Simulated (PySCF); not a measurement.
# C₂H₈O₃Si₃: what the fields show

Input file:

```
{"job": {"kind": "uv", "xc": "wB97X-D", "basis": "def2-SVPD", "nstates": 8, "ntriplets": 3}, "charge": 0, "multiplicity": 1}
Si    -2.942757    -0.283542    -0.054637
O     -1.774955     0.742658    -0.590425
C     -0.468567     0.537341    -0.378966
C      0.421214     1.426722    -0.818153
O      1.773346     1.357172    -0.675652
Si     2.707396     0.108370    -0.178020
Si     1.176585    -1.081026     1.058845
O     -0.204504    -0.610140     0.281317
H     -4.083440     0.472028    -0.548371
H     -2.907025    -0.401707     1.402544
H     -2.801952    -1.603863    -0.665528
H      0.079874     2.308294    -1.336752
H      3.202420    -0.585973    -1.376818
H      3.789958     0.839007     0.474066
H      1.002187    -0.689067     2.465308
H      1.022620    -2.527329     0.929830
```

Run with:

```sh
OMP_NUM_THREADS=1 python probes_run.py task.json out
```

Geometry: GFN2-xTB.

Method: PySCF, wB97X-D/def2-SVPD, SCF density, gas phase.

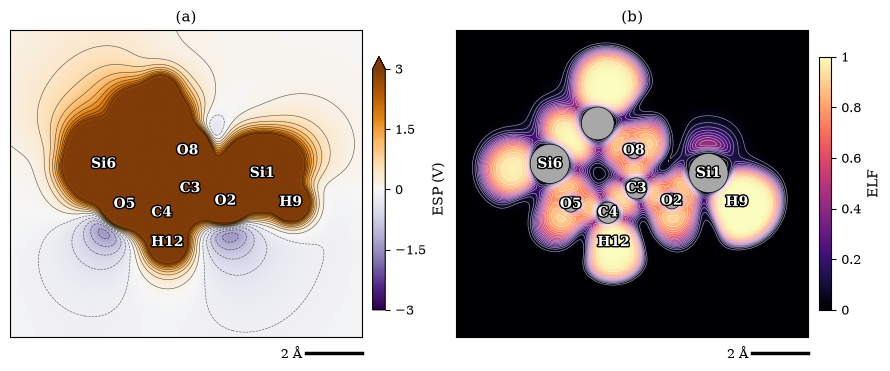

Figure 1. (a) electrostatic potential; (b) ELF on the plane of atoms O2, Si1 and H9. Grey discs cover the atomic cores in the ELF map.

Describe what can be read from this map.

The plane passes through Si, O, C and H nuclei. C–C (1.33 Å): the ELF peaks at about 0.90 between the atoms: a short, multiple covalent bond. C–O (1.34 Å): the ELF peaks at about 0.90 between the atoms, as expected for a polar covalent bond. Si–O (1.64 Å): the ELF peaks at about 0.85 between the atoms (a shared but strongly polarised pair). C–H (1.08 Å): the ELF climbs to about 1 towards the hydrogen, as it does in any bond to H (a covalent bond by its length). Si–H (1.45 Å): the ELF climbs to about 1 towards the hydrogen. The ELF also peaks beside O5, O2 and O8, away from the bonds: lone-pair regions. Outside the dense part of the molecule the potential is most negative (−1.4 V) near O2.

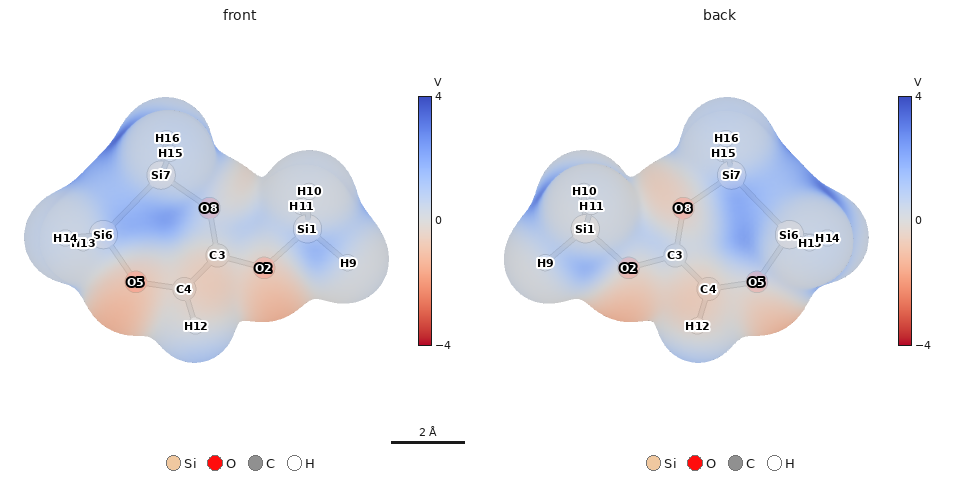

Figure 2. The molecular electrostatic potential painted on the density surface at 0.004 e/bohr³, seen from the front and from behind; the colour scale runs from red (negative) to blue (positive).

Describe the electrostatic potential map.

The most negative region (about −1.2 V, or −28 kcal/mol for a unit charge) lies over O2 and O5, the most positive (about +3.0 V, or +69 kcal/mol for a unit charge) over Si6 and Si7.
